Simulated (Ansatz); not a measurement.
## Electronic structure of Ga4SbAs3 in real space

```
As Sb Ga
1.0
    -6.72334    0.00000   -0.00072
     0.00000   -4.08046    0.00000
     0.00076    0.00000    7.06052
As Sb Ga
3 1 4
Direct
  0.00130 0.00000 0.32788
  0.99778 0.50000 0.83737
  0.50119 0.50000 0.16848
  0.49709 0.00000 0.66597
  0.63278 0.00000 0.31983
  0.63295 0.50000 0.84846
  0.13063 0.50000 0.16619
  0.10628 0.00000 0.66581
```

Space group Pm; started from the ordered alloy on wurtzite lattice prototype, which need not be the ambient phase; computed pressure about 3 GPa in this cell.

Level of theory: DFT, PBE with spin-orbit coupling, plane waves, PAW in Ansatz 0.2.0.

Core electrons are frozen (PAW), and the valence fields are smoothed inside the atomic spheres.

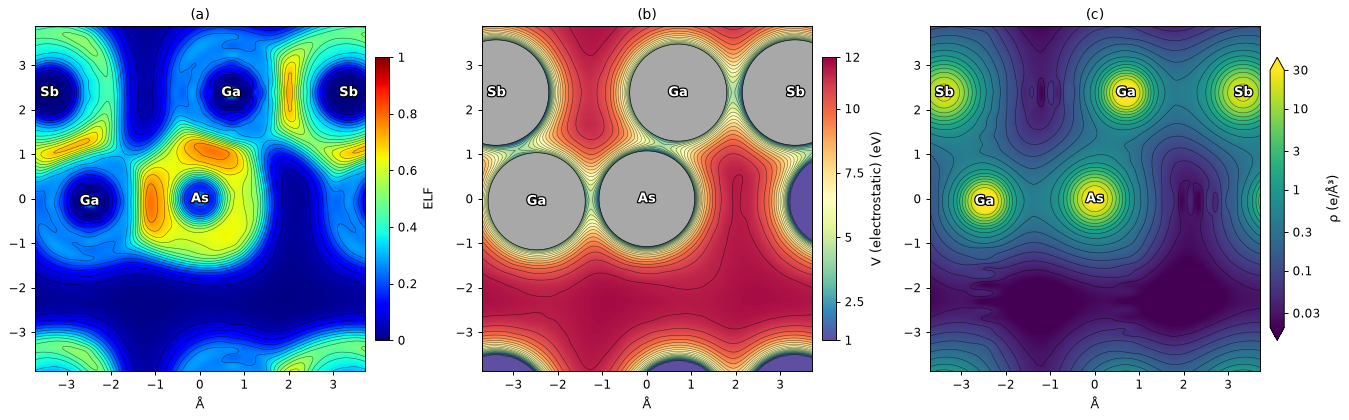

Figure 1. (a) electron localisation function; (b) electrostatic potential (local pseudopotential plus Hartree) felt by an electron; (c) valence pseudo-density on the (010) plane of the conventional cell. Grey discs cover the atomic cores in the potential map.

> Read the bonding off the picture.

- The section cuts through As, Sb and Ga sites.
- Ga–Sb (2.61 Å): ρ at the midpoint is about 0.45 e/Å³; the ELF peaks at about 0.70 between the atoms.
- Ga–As (2.48 Å): ρ at the midpoint is about 0.49 e/Å³, with its minimum of 0.43 e/Å³ about 1.1 Å from Ga; the ELF peaks at about 0.80 between the atoms: a shared electron pair.
- Ga–Sb (2.63 Å): the density is about 0.45 e/Å³ at the midpoint; the ELF peaks at about 0.75 between the atoms.
- Between the atoms the lowest density in this plane is 0.01 e/Å³.
- Outside the cores the potential energy rises away from the atoms and is highest about 2.5 Å from the nearest atoms; its zero is arbitrary.

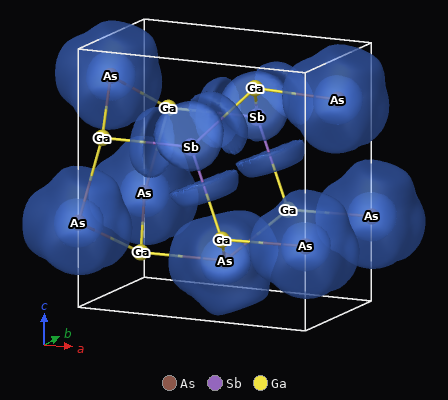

Figure 2. Isosurface of the electron localisation function at 0.55 (blue), seen at an oblique angle. Core shells and regions of very low density are left out. Sticks mark near contacts.

> Identify the bonds, lone pairs and shells in this picture.

The surface consists of four regions between bonded Ga–Sb atoms (shared pairs) and three regions on As in which the atom's valence shell and bonds are merged, counted in one cell of 8 atoms. Any copies at cell faces, edges or corners count once. Along the contacts the grid gives the following. Ga–As (2.43 Å): the ELF peaks at about 0.80 between the atoms: a shared electron pair. Ga–Sb (2.58 Å): the ELF peaks at about 0.70 between the atoms.
